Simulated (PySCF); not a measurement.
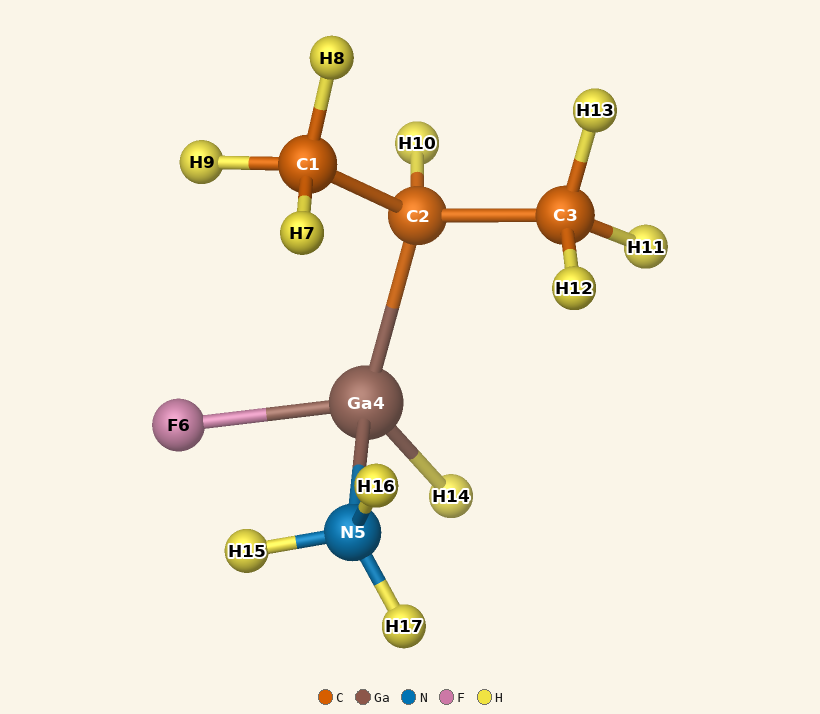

The geometry was computed by an optimisation with PBE0-D3(BJ)/def2-SVP. No frequency run is at hand to confirm it as a minimum. Properties computed with delta-SCF UKS SCAN, pcX-2 on the ionised atom, pcseg-1 elsewhere, spin-free X2C (PySCF 2.14.0).

Give the core-electron binding energies (to vacuum) of C1 1s, C2 1s, C3 1s, N5 1s, F6 1s.

| atom | level | binding energy (eV) |
| --- | --- | --- |
| C1 | 1s | 290.3 |
| C2 | 1s | 289.6 |
| C3 | 1s | 290.4 |
| N5 | 1s | 407.2 |
| F6 | 1s | 689.4 |
